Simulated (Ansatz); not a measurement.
## Electronic structure of BF2H···CH4O in real space

The calculation's input:

```
crystal:
  periodic: [false, false, false]
  atoms:
    - { symbol: B, position_ang: [0.0, 0.0, 0.0] }
    - { symbol: H, position_ang: [0.0, 0.0, 1.54] }
    - { symbol: F, position_ang: [1.1431, 0.0, -0.66] }
    - { symbol: F, position_ang: [-1.1431, 0.0, -0.66] }
    - { symbol: O, position_ang: [0.0715, -1.6212, 0.5392] }
    - { symbol: C, position_ang: [-0.5794, -2.7171, -0.0867] }
    - { symbol: H, position_ang: [0.1085, -3.5877, -0.1182] }
    - { symbol: H, position_ang: [-1.4893, -2.9859, 0.4895] }
    - { symbol: H, position_ang: [-0.8668, -2.4357, -1.1212] }
    - { symbol: H, position_ang: [0.0379, -0.8605, 1.537] }
basis:
  gaussian: { orbitals: def2-SVP }
hamiltonian:
  xc: pbe
  dispersion: d4
relax:
  f_tol: 0.15
  max_steps: 25
  restrain:
    - { distance: [0, 4], at: 2.61, k: 30.0 }
    - { distance: [9, 1], at: 1.86, k: 30.0 }
    - { distance: [0, 1], at: 1.19, k: 30.0 }
    - { distance: [9, 4], at: 1.01, k: 30.0 }
output:
  orbitals: {}
```

Launched as:

```sh
ansatz run input.yaml --threads 2 --pin off --max-ram 3072MiB --backend cpu --events-out ev --progress --plain --runs-dir out
```

The fields are those of the run's last geometry, not of the input's.

Not at a stationary point (largest force 0.7 eV/Å).

The calculation used RKS PBE-D4/def2-SVP in Ansatz 0.2.0.

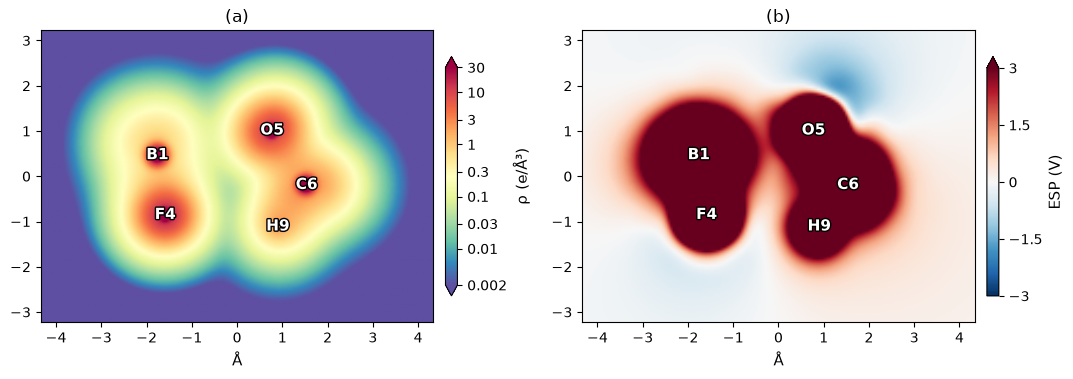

Figure 1. (a) electron density; (b) electrostatic potential on the plane of atoms O5, C6 and H9.

What do the fields say about this system?

The plane passes through B, F, O, C and H nuclei. B–F (1.33 Å): ρ at the midpoint is about 2.1 e/Å³. C–O (1.42 Å): ρ is about 2 e/Å³ halfway, with its minimum of 1.7 e/Å³ about 0.5 Å from C. C–H (1.11 Å): ρ at the midpoint is about 1.9 e/Å³. Outside the dense part of the complex the potential is most negative (−1.7 V) near O5.

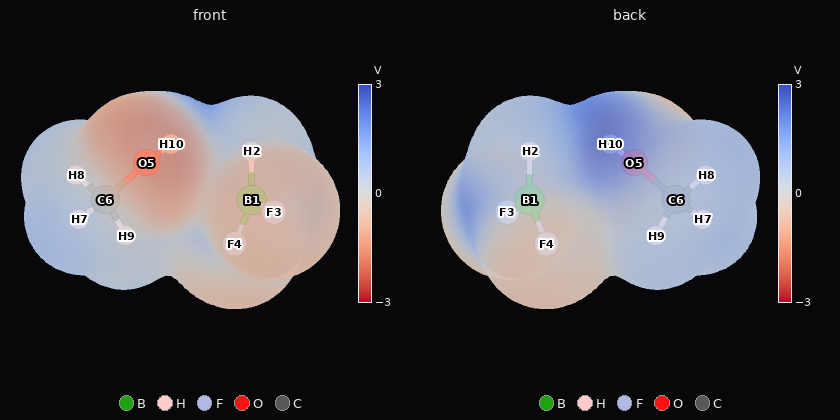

Figure 2. The electrostatic potential painted on the density surface at 0.002 e/bohr³, seen from the front and from behind; red is negative and blue positive.

Which sites attract a positive test charge, and which a negative one?

A positive charge is drawn to the negative regions and a negative charge to the positive ones. The most negative region (about −1.3 V) lies over O5, the most positive (about +2.1 V) over H10. O5 is the likeliest acceptor of a hydrogen bond.

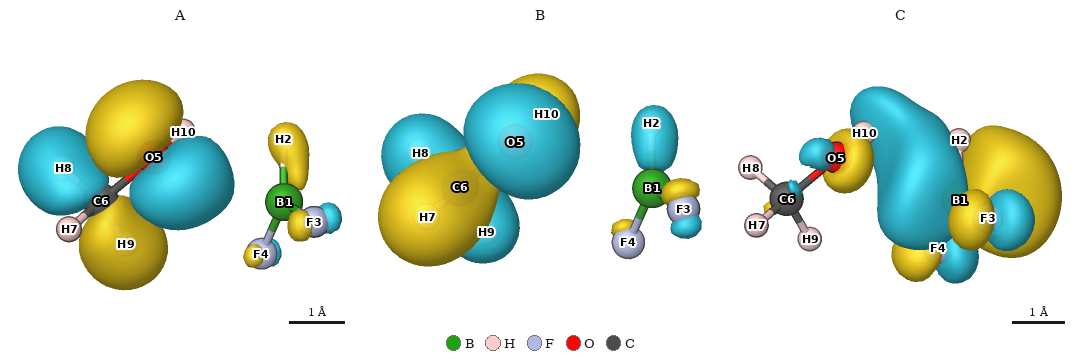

Figure 3. Three frontier orbitals at ±0.1 Å⁻³ᐟ² (yellow and cyan are the two phases), in no order.

Which picture is the HOMO−1, the HOMO and the LUMO?

B is the HOMO−1 (−8.02 eV). It lies mainly on O5 (about 50 %), C6 (about 20 %) and H7 (about 10 %). A is the HOMO (−6.53 eV). Its weight (Hirshfeld) is mainly on O5 (about 65 %), C6 (about 10 %), H9 (about 5 %) and H8 (about 5 %). C is the LUMO (−0.84 eV). By Hirshfeld shares it lies mainly on B1 (about 50 %), F3 (about 15 %), F4 (about 10 %), H2 (about 10 %) and O5 (about 10 %).

What is the HOMO–LUMO gap?

5.69 eV between the orbital energies.
